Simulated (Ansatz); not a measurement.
```xyz
9

W    -0.0831   -0.0389   -0.0704
F     0.6388    0.1291    2.2356
H     1.5691    0.0903    0.2905
Cl   -0.1051    2.2862   -0.0572
F    -1.5926   -0.1660    1.0681
Cl    0.2932   -2.3308    0.0100
Cl   -0.0773   -0.0520   -2.3276
O    -0.2129   -0.3918    3.3266
H    -1.0745   -0.3272    2.8315
```

Core potentials replace the inner electrons of W.

All numbers below come from Ansatz 0.2.0, UKS PBE/def2-SVP.

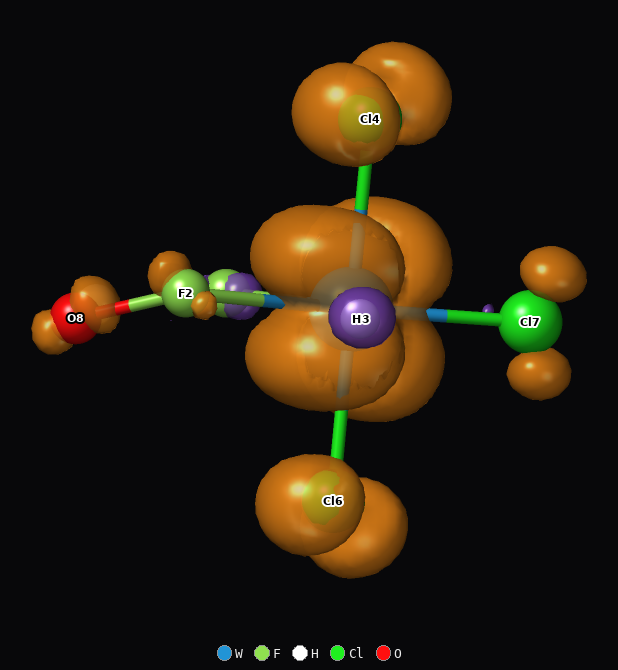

Cl3F2H2OW (doublet). Isosurfaces of the spin density (α minus β) at +0.015 (orange) and −0.015 e/Å³ (purple), seen across its widest extent.

Question: Which atoms carry the spin?

Answer: The unpaired spin (1 electron) lies mostly on W1 (about 0.7), Cl4 (about 0.1) and Cl6 (about 0.1), in electrons by Hirshfeld's partition.
